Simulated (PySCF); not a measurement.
Consider C$_{8}$H$_{8}$OS.

Input

```
{"job": {"xc": "PBE0", "basis": "pcSseg-1", "solvent": "chloroform", "kind": "nmr", "pop": true}, "charge": 0, "multiplicity": 1}
C      3.051159    -0.486928     0.600580
C      2.320969     0.350314    -0.101018
S      1.381919    -0.251622    -1.541301
O      1.596546    -1.697339    -1.589647
C     -0.194395     0.007161    -0.651443
C     -0.824914    -1.080348    -0.080192
C     -2.019148    -0.895729     0.594706
C     -2.570936     0.371806     0.686151
C     -1.935958     1.455685     0.099907
C     -0.741763     1.275494    -0.576979
H      3.075524    -1.527980     0.316259
H      3.632805    -0.193574     1.458163
H      2.224324     1.407332     0.079392
H     -0.370137    -2.055066    -0.177830
H     -2.518516    -1.739529     1.046817
H     -3.502573     0.516088     1.212800
H     -2.373292     2.440718     0.167538
H     -0.240374     2.109835    -1.044919
```

Launched as:

```sh
OMP_NUM_THREADS=1 python ens_run.py task.json out
```

Geometry: GFN2-xTB.

Theory: PBE0/pcSseg-1, SCF density, in a chloroform solvent model, non-relativistic in PySCF.

Predict the electron density and electron localisation function between the atoms.

S–O (1.46 Å): the density is about 2.1 e/Å³ at the midpoint; the ELF peaks at about 0.80 between the atoms; a short, strongly polar bond.
C–S (1.83 Å): ρ at the midpoint is about 1.3 e/Å³; the ELF peaks at about 0.95 between the atoms: a shared electron pair.
C–H (1.08 Å): ρ at the midpoint is about 2.1 e/Å³; the ELF climbs to about 1 towards the hydrogen, as it does in any bond to H: an ordinary covalent bond to hydrogen.
C–C (1.38 Å): the density is about 2.1 e/Å³ at the midpoint; the ELF peaks at about 0.95 between the atoms: localised, covalent bonding.

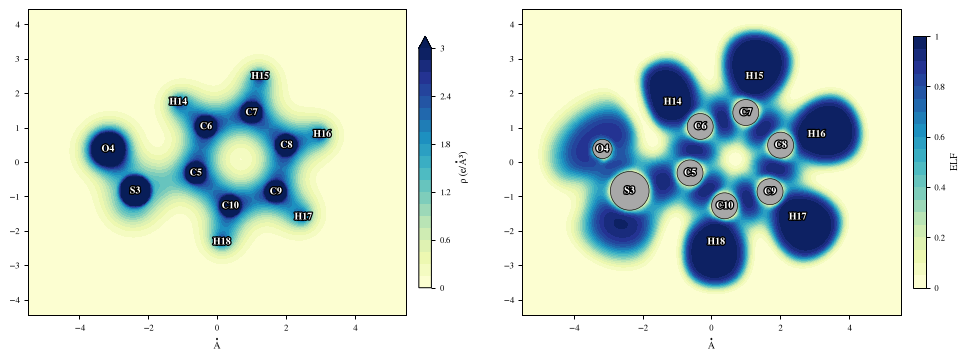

Computed electron density and electron localisation function on the plane of atoms S3, C5 and C10, in this order. Grey discs cover the atomic cores in the ELF map. 
